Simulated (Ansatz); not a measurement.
**SiNH3ClO (SMILES [NH][SiH](O)Cl) at UBCCD(T)/def2-SVP**

Aim: the vertical ionisation energy of SiNH3ClO at UBCCD(T)/def2-SVP, from 2 runs. 

The calculation is run with Ansatz 0.2.0.

127 further runs of the same task are left out: 1 that didn't finish, 126 set aside as unsound or not needed. Runs told in other sessions of the task aren't counted.

## Step 1: The molecule

SiNH3ClO: 7 atoms, total charge 0, spin state doublet. As SMILES, `[NH][SiH](O)Cl`. Geometry: relaxed at PBE0-D4/def2-TZVP. This is one conformer, not always the lowest.

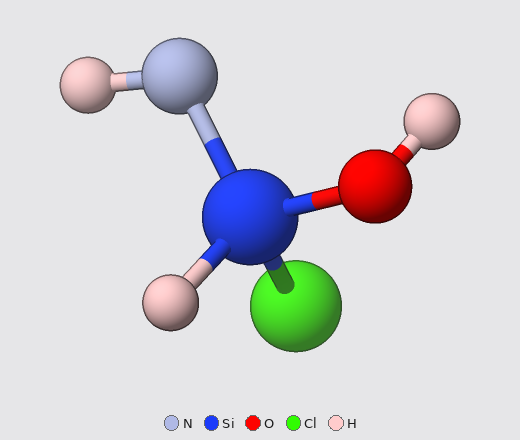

Viewed from a chosen angle; nitrogen light blue, silicon blue, oxygen red, chlorine green, hydrogen pink.

## Step 2: A single-point energy at UBCCD(T)/def2-SVP

File run.yaml:

```yaml
basis:
  gaussian: {orbitals: def2-SVP}
crystal:
  periodic: [false, false, false]
  atoms:
    - {symbol: N, position_ang: [-0.309900, 1.111500, -0.879100]}
    - {symbol: Si, position_ang: [-0.073900, -0.114300, 0.330400]}
    - {symbol: O, position_ang: [1.465600, -0.630300, 0.304800]}
    - {symbol: Cl, position_ang: [-1.390000, -1.593900, -0.221000]}
    - {symbol: H, position_ang: [-1.151500, 1.677300, -0.756300]}
    - {symbol: H, position_ang: [-0.348600, 0.280200, 1.724700]}
    - {symbol: H, position_ang: [1.869600, -0.798400, -0.549200]}
magnetization: {spin_polarized: true, initial_magnetization: 1}
correlation: {method: bccd_t, frozen_orbitals: {Cl: 5, H: 0, "N": 1, O: 1, Si: 5}}
accuracy: high
scf: {omitted_lower_state_checks: [cluster_reference, increment]}
```

Launch:

```console
ansatz run run.yaml --threads 1 --pin off --max-ram 3480MiB --events-out events.jsonl --progress --plain --runs-dir runs
```

Output, shortened:

```text
Warning: RAYON_NUM_THREADS=1 ignored (pool sized by the plan → 1); use --threads N
Functional definition: HF
  name "HF"
[...]
1659 factors; integrals over basis functions are off by at most 4.1e-9 eV
[...]
mean field -23924.99077783 eV, -879.2271941441 hartree, gradient 3.2e-8 eV, S^2 0.757215; 3 other end points of the search recorded, 0 dependent functions left out
12 core orbitals not correlated: weight in the atoms' cores, before any rotation towards them, 1.000 or more for the frozen orbitals, at most 0.000 for the correlated occupied ones
reference -23924.99077783 eV, -879.2271941441 hartree; 13, 12 occupied and 54, 55 virtual orbitals, 1659 factors
second order -14.72263062 eV of doubles, -0.00000000 eV of singles
cycle   1  -15.41976772 eV  change   -7.0e-1 eV  update   8.0e-2
[...]
cycle  33  -15.80368140 eV  change  -3.3e-10 eV  update   3.0e-9
perturbative correction -0.36526230 eV, -0.0134231419 hartree
Total energy: -23941.15972153 eV, -879.8213918653 hartree
Checks for a lower state left out: cluster_reference, increment
```

Wall time 64 s (1 thread of Arm Neoverse V1, shared host); peak memory 0.87 GiB.

## Step 3: The singlet cation at the same level

File run.yaml:

```yaml
crystal:
  periodic: [false, false, false]
  atoms:
    - {symbol: N, position_ang: [-0.309900, 1.111500, -0.879100]}
    - {symbol: Si, position_ang: [-0.073900, -0.114300, 0.330400]}
    - {symbol: O, position_ang: [1.465600, -0.630300, 0.304800]}
    - {symbol: Cl, position_ang: [-1.390000, -1.593900, -0.221000]}
    - {symbol: H, position_ang: [-1.151500, 1.677300, -0.756300]}
    - {symbol: H, position_ang: [-0.348600, 0.280200, 1.724700]}
    - {symbol: H, position_ang: [1.869600, -0.798400, -0.549200]}
basis:
  gaussian:
    orbitals: def2-SVP
total_charge: 1
correlation:
  method: bccd_t
  frozen_orbitals: {Cl: 5, H: 0, "N": 1, O: 1, Si: 5}
accuracy: high
scf:
  omitted_lower_state_checks: [cluster_reference, increment]
```

Launch:

```console
ansatz run run.yaml --threads 1 --pin off --max-ram 3480MiB --events-out events.jsonl --progress --plain --runs-dir runs
```

Output, shortened:

```text
Warning: RAYON_NUM_THREADS=1 ignored (pool sized by the plan → 1); use --threads N
[... 2 set-up lines as earlier in the session ...]
[...]
1658 factors; integrals over basis functions are off by at most 4.1e-9 eV
[...]
mean field -23913.42960620 eV, -878.8023289232 hartree, gradient 3.8e-8 eV, S^2 0.000000; 2 other end points of the search recorded, 0 dependent functions left out; unrestricted orbitals would lower it
12 core orbitals not correlated: weight in the atoms' cores, before any rotation towards them, 1.000 or more for the frozen orbitals, at most 0.000 for the correlated occupied ones
reference -23913.42960620 eV, -878.8023289232 hartree; 12, 12 occupied and 55, 55 virtual orbitals, 1658 factors
second order -14.50961060 eV of doubles, -0.00000000 eV of singles
cycle   1  -15.23113931 eV  change   -7.2e-1 eV  update   1.4e-1
[...]
cycle  55  -15.90851813 eV  change  -9.3e-10 eV  update   2.7e-9
perturbative correction -0.69787285 eV, -0.0256463542 hartree
Total energy: -23930.03599719 eV, -879.4126025356 hartree
Checks for a lower state left out: cluster_reference, increment
```

Wall time 27 s (1 thread of Arm Neoverse V1, shared host); peak memory 0.46 GiB.

## Step 4: Summary of results

At UBCCD(T)/def2-SVP, 12 core orbitals frozen:

| quantity | value |
| --- | --- |
| doublet SiNH3ClO: total energy | -879.82139 Eh |
| doublet SiNH3ClO: correlation energy (12 core orbitals frozen) | -594.2 mEh |
| doublet SiNH3ClO: (T) correction | -13.42 mEh |
| doublet SiNH3ClO: ⟨S²⟩ of the reference determinant | 0.757 |
| singlet cation: total energy | -879.41260 Eh |
| singlet cation: correlation energy (12 core orbitals frozen) | -610.3 mEh |
| singlet cation: (T) correction | -25.65 mEh |
| vertical ionisation energy (to the singlet cation) | 11.124 eV |

In words: The vertical ionisation energy comes to 11.12 eV (1073 kJ/mol). Only the singlet of the ionised species was computed; a triplet could lie lower. The triples (doublet SiNH3ClO) make up 2.3 % of the correlation energy. The restricted solution (singlet cation) is unstable to spin breaking: an unrestricted one lies lower. The triples (singlet cation) make up 4.2 % of the correlation energy.
